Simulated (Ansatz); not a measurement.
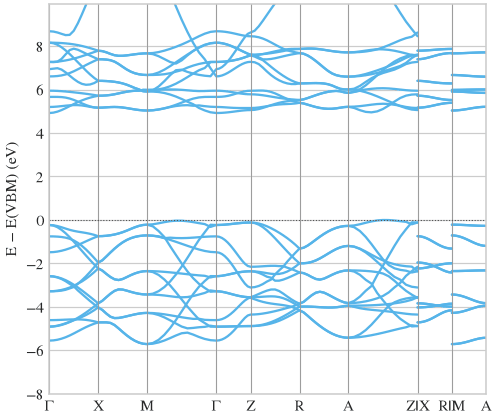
Fig. 1. Band structure from r²SCAN (plane waves, PAW; program Ansatz)

Q: Read off the gap and where the band edges lie.

A: About 4.9 eV (4.92 eV by a search for the band edges); maximum on the A–Z line, 53 % of the way from A, minimum at Γ.

Q: Which compound is it?
(A) ZrO2, rutile
(B) TeO2, P4_32_12 (Te on 4a, O on 8b)
(C) ScOF, P4/nmm (Sc on 2c, O on 2b, F on 2a)

A: C, ScOF, P4/nmm (Sc on 2c, O on 2b, F on 2a)

The workflow started from a Materials Project entry (that database holds measured and hypothetical structures alike); the Crystallography Open Database copy checked does not list it. Whether it is the stable phase at ambient conditions was not checked. The r²SCAN relaxation kept the symmetry of its start; its stability against distortions is not shown here. No spin polarisation was allowed.

Potentials: the later of the program's two PAW sets.
